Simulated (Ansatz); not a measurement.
CH8N2Si2: geometry relaxation (part 2 of 2)

Continued. System: CH8N2Si2, SMILES N[SiH2]N1C[SiH2]1. Method: RKS PBE0-D4/def2-TZVP (Ansatz 0.2.0). The geometry: PBE-D4/def2-SVP start.

Geometry of the input (Å):
```
N  -2.2775  -1.1365  0.1526
Si -0.7777  -0.6858  0.9096
N  0.2690  0.3858  0.0090
C  1.1559  0.1611  -1.1627
Si 1.5687  1.5409  0.0225
H  -2.2790  -1.9167  -0.5088
H  -2.9235  -0.4065  -0.1603
H  -0.0884  -2.0028  1.1724
H  -1.0608  0.0669  2.1792
H  0.7140  0.3743  -2.1579
H  1.7707  -0.7652  -1.1609
H  1.2496  2.9750  -0.2734
H  2.6992  1.3748  0.9935
```

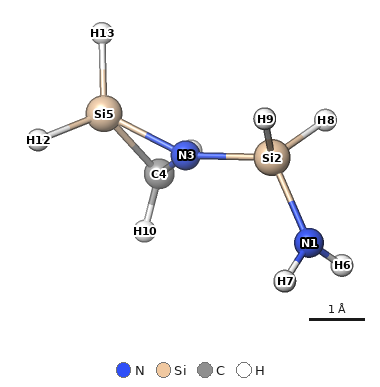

Fig. 1: The geometry at step 12 of the log (ball-and-stick view, seen at a tilt; atoms are numbered from 1 in the order of the input).

Trajectory as extended XYZ, continued
```
13
Properties=species:S:1:pos:R:3:forces:R:3 step=6 energy=-19894.11733
N    -2.2111   -1.1068    0.1030   -0.0061   0.0214  -0.0016
Si   -0.7612   -0.6586    0.8944   -0.0064  -0.0304  -0.0257
N     0.2622    0.4173    0.0421    0.0094   0.0020   0.0163
C     1.1322    0.1643   -1.1426    0.0069   0.0147  -0.0096
Si    1.5614    1.5147    0.0164   -0.0139  -0.0054  -0.0036
H    -2.2463   -1.9240   -0.4829    0.0037   0.0131   0.0119
H    -2.8970   -0.4223   -0.1708    0.0030  -0.0186  -0.0030
H    -0.0648   -1.9540    1.1341    0.0021  -0.0037   0.0088
H    -1.0758    0.0448    2.1634    0.0019   0.0102   0.0005
H     0.6700    0.3676   -2.1074   -0.0002  -0.0021   0.0024
H     1.7004   -0.7668   -1.1284   -0.0038  -0.0022   0.0047
H     1.2729    2.9352   -0.2828    0.0000   0.0041   0.0002
H     2.6775    1.3540    0.9763    0.0034  -0.0031  -0.0014
13
Properties=species:S:1:pos:R:3:forces:R:3 step=7 energy=-19894.11764
N    -2.2065   -1.1016    0.0948    0.0026  -0.0127  -0.0062
Si   -0.7616   -0.6626    0.8977   -0.0137   0.0142   0.0283
N     0.2765    0.4049    0.0547   -0.0060   0.0049  -0.0032
C     1.1306    0.1657   -1.1432    0.0205   0.0020  -0.0157
Si    1.5639    1.5138    0.0172    0.0036   0.0026  -0.0008
H    -2.2433   -1.9266   -0.4793   -0.0088  -0.0013  -0.0030
H    -2.8919   -0.4202   -0.1855    0.0006   0.0014  -0.0046
H    -0.0784   -1.9619    1.1538   -0.0020  -0.0037  -0.0023
H    -1.0835    0.0521    2.1596    0.0091  -0.0049  -0.0016
H     0.6548    0.3718   -2.1010   -0.0039  -0.0038   0.0081
H     1.7053   -0.7615   -1.1423   -0.0007   0.0019   0.0021
H     1.2617    2.9333   -0.2750   -0.0007  -0.0009   0.0041
H     2.6928    1.3582    0.9634   -0.0006   0.0003  -0.0052
13
Properties=species:S:1:pos:R:3:forces:R:3 step=8 energy=-19894.11776
N    -2.2049   -1.0998    0.0907    0.0048  -0.0053   0.0031
Si   -0.7629   -0.6623    0.8995    0.0038   0.0052   0.0155
N     0.2797    0.4027    0.0584   -0.0035   0.0004   0.0032
C     1.1306    0.1663   -1.1429   -0.0017  -0.0010  -0.0123
Si    1.5646    1.5142    0.0170    0.0023   0.0034   0.0012
H    -2.2433   -1.9295   -0.4762   -0.0064  -0.0039  -0.0027
H    -2.8889   -0.4194   -0.1949   -0.0023   0.0066  -0.0055
H    -0.0842   -1.9636    1.1578   -0.0012  -0.0016  -0.0020
H    -1.0826    0.0529    2.1616    0.0002  -0.0034  -0.0040
H     0.6488    0.3707   -2.0980    0.0035  -0.0019   0.0036
H     1.7065   -0.7601   -1.1443    0.0017   0.0027   0.0008
H     1.2577    2.9339   -0.2701    0.0011  -0.0024   0.0010
H     2.6994    1.3594    0.9563   -0.0024   0.0013  -0.0019
13
Properties=species:S:1:pos:R:3:forces:R:3 step=9 energy=-19894.11784
N    -2.2036   -1.0970    0.0881    0.0022  -0.0057   0.0010
Si   -0.7630   -0.6637    0.9019    0.0053   0.0037  -0.0043
N     0.2832    0.3992    0.0621    0.0020  -0.0043   0.0028
C     1.1304    0.1666   -1.1431   -0.0089  -0.0024  -0.0024
Si    1.5644    1.5145    0.0167    0.0009   0.0053   0.0033
H    -2.2461   -1.9321   -0.4706   -0.0044   0.0010   0.0006
H    -2.8827   -0.4150   -0.2056    0.0012   0.0037  -0.0022
H    -0.0899   -1.9680    1.1610   -0.0006   0.0020   0.0008
H    -1.0823    0.0525    2.1633    0.0008  -0.0021  -0.0003
H     0.6439    0.3697   -2.0960    0.0038  -0.0007   0.0016
H     1.7098   -0.7576   -1.1472   -0.0004   0.0013   0.0003
H     1.2526    2.9338   -0.2669    0.0001  -0.0022  -0.0008
H     2.7036    1.3623    0.9510   -0.0019   0.0004  -0.0005
13
Properties=species:S:1:pos:R:3:forces:R:3 step=10 energy=-19894.11788
N    -2.2029   -1.0933    0.0854   -0.0001  -0.0060  -0.0052
Si   -0.7627   -0.6659    0.9035    0.0043   0.0010  -0.0062
N     0.2876    0.3946    0.0662    0.0023  -0.0051  -0.0023
C     1.1306    0.1667   -1.1429   -0.0067  -0.0043   0.0065
Si    1.5637    1.5153    0.0166    0.0005   0.0032   0.0025
H    -2.2516   -1.9343   -0.4641   -0.0012   0.0071   0.0047
H    -2.8751   -0.4084   -0.2176    0.0059  -0.0008   0.0028
H    -0.0959   -1.9730    1.1646   -0.0012   0.0017  -0.0026
H    -1.0796    0.0496    2.1657   -0.0011   0.0023   0.0009
H     0.6399    0.3686   -2.0938    0.0007   0.0003   0.0002
H     1.7139   -0.7550   -1.1498   -0.0014   0.0008  -0.0010
H     1.2456    2.9335   -0.2654   -0.0005  -0.0013  -0.0005
H     2.7070    1.3670    0.9464   -0.0015   0.0010   0.0002
13
Properties=species:S:1:pos:R:3:forces:R:3 step=11 energy=-19894.11790
N    -2.2024   -1.0907    0.0844   -0.0028  -0.0060  -0.0074
Si   -0.7619   -0.6678    0.9043   -0.0019   0.0026  -0.0072
N     0.2903    0.3916    0.0686    0.0043  -0.0024  -0.0041
C     1.1310    0.1659   -1.1422   -0.0031  -0.0042   0.0071
Si    1.5630    1.5158    0.0163   -0.0013   0.0018   0.0026
H    -2.2551   -1.9339   -0.4612    0.0004   0.0076   0.0051
H    -2.8703   -0.4033   -0.2226    0.0053  -0.0019   0.0043
H    -0.0988   -1.9771    1.1635   -0.0006   0.0022   0.0011
H    -1.0774    0.0484    2.1666    0.0001  -0.0018   0.0025
H     0.6379    0.3666   -2.0921    0.0003   0.0008  -0.0007
H     1.7164   -0.7545   -1.1504   -0.0004   0.0012  -0.0016
H     1.2401    2.9329   -0.2656    0.0001  -0.0007  -0.0009
H     2.7077    1.3713    0.9451   -0.0004   0.0007  -0.0009
13
Properties=species:S:1:pos:R:3:forces:R:3 step=12 energy=-19894.11792
N    -2.2026   -1.0886    0.0839   -0.0024  -0.0040  -0.0056
Si   -0.7615   -0.6693    0.9042   -0.0055   0.0000   0.0023
N     0.2921    0.3894    0.0699    0.0048   0.0002  -0.0024
C     1.1320    0.1648   -1.1413    0.0027  -0.0005   0.0022
Si    1.5621    1.5165    0.0162    0.0001   0.0004  -0.0018
H    -2.2580   -1.9321   -0.4608    0.0002   0.0049   0.0026
H    -2.8685   -0.3995   -0.2233    0.0025  -0.0016   0.0029
H    -0.1007   -1.9799    1.1624    0.0005   0.0010  -0.0004
H    -1.0756    0.0454    2.1679    0.0007  -0.0007  -0.0001
H     0.6381    0.3648   -2.0911   -0.0007   0.0000   0.0002
H     1.7193   -0.7543   -1.1500   -0.0012   0.0007   0.0000
H     1.2361    2.9325   -0.2676   -0.0005  -0.0006   0.0007
H     2.7077    1.3756    0.9444   -0.0011   0.0002  -0.0004
13
Properties=species:S:1:pos:R:3:forces:R:3 step=13 energy=-19894.11793
N    -2.2030   -1.0863    0.0833   -0.0005  -0.0006   0.0007
Si   -0.7610   -0.6708    0.9039   -0.0042  -0.0011   0.0062
N     0.2943    0.3869    0.0709    0.0034   0.0023   0.0006
C     1.1336    0.1632   -1.1405    0.0044   0.0018  -0.0016
Si    1.5613    1.5172    0.0155   -0.0028  -0.0007   0.0001
H    -2.2609   -1.9290   -0.4621   -0.0005   0.0001  -0.0012
H    -2.8680   -0.3954   -0.2214   -0.0008  -0.0005   0.0003
H    -0.1020   -1.9825    1.1604    0.0000  -0.0008  -0.0013
H    -1.0734    0.0423    2.1690    0.0002   0.0000  -0.0024
H     0.6390    0.3617   -2.0902   -0.0005  -0.0004   0.0003
H     1.7227   -0.7547   -1.1491    0.0001   0.0006   0.0005
H     1.2310    2.9320   -0.2694    0.0006  -0.0001  -0.0006
H     2.7068    1.3806    0.9443    0.0005  -0.0005  -0.0014
13
Properties=species:S:1:pos:R:3:forces:R:3 step=14 energy=-19894.11794
N    -2.2038   -1.0834    0.0827    0.0014   0.0040   0.0081
Si   -0.7606   -0.6732    0.9038   -0.0026  -0.0005   0.0045
N     0.2974    0.3833    0.0729    0.0033   0.0048   0.0058
C     1.1363    0.1614   -1.1388    0.0044   0.0038  -0.0063
Si    1.5597    1.5185    0.0153   -0.0017  -0.0050  -0.0063
H    -2.2648   -1.9244   -0.4647   -0.0008  -0.0048  -0.0049
H    -2.8683   -0.3902   -0.2179   -0.0037   0.0003  -0.0024
H    -0.1045   -1.9869    1.1569   -0.0001  -0.0010  -0.0003
H    -1.0711    0.0385    2.1702   -0.0006  -0.0013  -0.0027
H     0.6402    0.3573   -2.0883   -0.0001  -0.0009   0.0007
H     1.7285   -0.7545   -1.1471    0.0009   0.0001   0.0012
H     1.2244    2.9315   -0.2728    0.0002   0.0000   0.0017
H     2.7070    1.3875    0.9426   -0.0007   0.0004   0.0009
13
Properties=species:S:1:pos:R:3:forces:R:3 step=15 energy=-19894.11796
N    -2.2046   -1.0810    0.0825    0.0010   0.0056   0.0090
Si   -0.7603   -0.6750    0.9037   -0.0007  -0.0006   0.0004
N     0.3004    0.3802    0.0743    0.0021   0.0020   0.0076
C     1.1388    0.1599   -1.1380    0.0030   0.0044  -0.0059
Si    1.5589    1.5194    0.0144   -0.0033  -0.0044  -0.0043
H    -2.2679   -1.9206   -0.4668   -0.0003  -0.0049  -0.0051
H    -2.8691   -0.3863   -0.2145   -0.0034  -0.0001  -0.0030
H    -0.1071   -1.9906    1.1546    0.0007   0.0000  -0.0002
H    -1.0696    0.0355    2.1709   -0.0001  -0.0003  -0.0019
H     0.6412    0.3534   -2.0872    0.0007  -0.0008   0.0008
H     1.7339   -0.7541   -1.1460    0.0002  -0.0004   0.0013
H     1.2189    2.9312   -0.2746    0.0001  -0.0002   0.0007
H     2.7070    1.3934    0.9414    0.0000  -0.0002   0.0005
13
Properties=species:S:1:pos:R:3:forces:R:3 step=16 energy=-19894.11797
N    -2.2063   -1.0771    0.0825   -0.0009   0.0033   0.0050
Si   -0.7599   -0.6782    0.9037    0.0040   0.0018  -0.0053
N     0.3057    0.3747    0.0773    0.0004  -0.0004   0.0050
C     1.1428    0.1575   -1.1366    0.0000   0.0013  -0.0012
Si    1.5573    1.5209    0.0132   -0.0042  -0.0038  -0.0009
H    -2.2725   -1.9139   -0.4710    0.0014  -0.0014  -0.0019
H    -2.8704   -0.3799   -0.2097    0.0000  -0.0010  -0.0015
H    -0.1110   -1.9965    1.1512   -0.0007   0.0009  -0.0005
H    -1.0671    0.0311    2.1719   -0.0006   0.0002   0.0007
H     0.6423    0.3468   -2.0853    0.0009  -0.0004   0.0012
H     1.7428   -0.7533   -1.1442   -0.0004   0.0005  -0.0002
H     1.2093    2.9305   -0.2772    0.0003  -0.0009  -0.0002
H     2.7073    1.4028    0.9389   -0.0001   0.0000  -0.0003
13
Properties=species:S:1:pos:R:3:forces:R:3 step=17 energy=-19894.11798
N    -2.2069   -1.0756    0.0828   -0.0038   0.0016   0.0007
Si   -0.7597   -0.6793    0.9040    0.0041  -0.0007  -0.0057
N     0.3078    0.3724    0.0789    0.0005  -0.0001   0.0029
C     1.1440    0.1565   -1.1360   -0.0003  -0.0002   0.0010
Si    1.5566    1.5214    0.0127   -0.0028  -0.0018   0.0000
H    -2.2732   -1.9108   -0.4731    0.0021   0.0005   0.0003
H    -2.8701   -0.3772   -0.2086    0.0009  -0.0007  -0.0003
H    -0.1129   -1.9989    1.1499    0.0000   0.0012   0.0007
H    -1.0664    0.0292    2.1728    0.0000   0.0004   0.0007
H     0.6421    0.3442   -2.0842    0.0006  -0.0001   0.0010
H     1.7460   -0.7530   -1.1438   -0.0012   0.0008  -0.0002
H     1.2054    2.9300   -0.2784    0.0002  -0.0010  -0.0002
H     2.7077    1.4065    0.9376   -0.0004  -0.0001  -0.0008
13
Properties=species:S:1:pos:R:3:forces:R:3 step=18 energy=-19894.11798
N    -2.2077   -1.0736    0.0833   -0.0043  -0.0034  -0.0049
Si   -0.7594   -0.6810    0.9044    0.0013   0.0009   0.0011
N     0.3105    0.3694    0.0811    0.0014  -0.0001  -0.0007
C     1.1453    0.1551   -1.1351   -0.0005  -0.0017   0.0020
Si    1.5556    1.5219    0.0122    0.0002   0.0002   0.0003
H    -2.2736   -1.9064   -0.4765    0.0015   0.0023   0.0023
H    -2.8694   -0.3734   -0.2076    0.0020   0.0002   0.0012
H    -0.1151   -2.0020    1.1493    0.0001   0.0007  -0.0009
H    -1.0653    0.0267    2.1738    0.0000   0.0003   0.0006
H     0.6414    0.3409   -2.0826    0.0003   0.0003   0.0003
H     1.7496   -0.7528   -1.1432   -0.0011   0.0012  -0.0005
H     1.2002    2.9293   -0.2800   -0.0001  -0.0009  -0.0001
H     2.7083    1.4112    0.9356   -0.0009  -0.0001  -0.0008
```

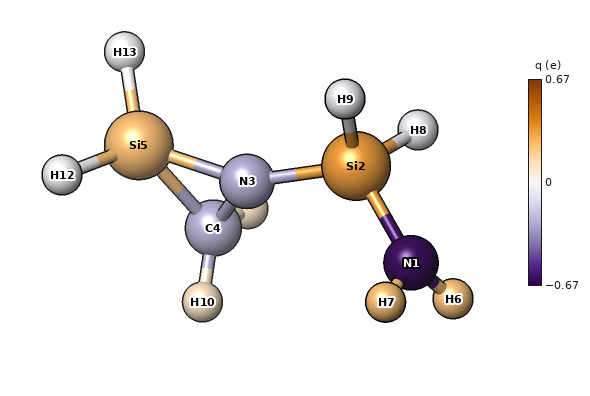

Fig. 2: Mulliken charges, as the colour of each atom (ball-and-stick view, seen at a tilt; atoms are numbered from 1 in the order of the input; Mulliken charges depend strongly on the basis). By element: N −0.63 to −0.28, Si +0.26 to +0.35, C −0.28 and H −0.06 to +0.24 e.

Key numbers

- outcome: converged
- total energy: −19894.1180 eV
- mean-field energy: −19893.8590 eV
- dispersion energy: −0.2590 eV
- SCF solution under orbital rotations: stable
- largest force (length of the vector) at the end: 0.007 eV/Å
- dipole moment: 1.41 D
- hardware: 4 threads of Arm Neoverse V1, 23 GiB of memory available, shared host
- wall time: 72 s (CPU time 4.6 min)
- peak memory: 0.6 GiB
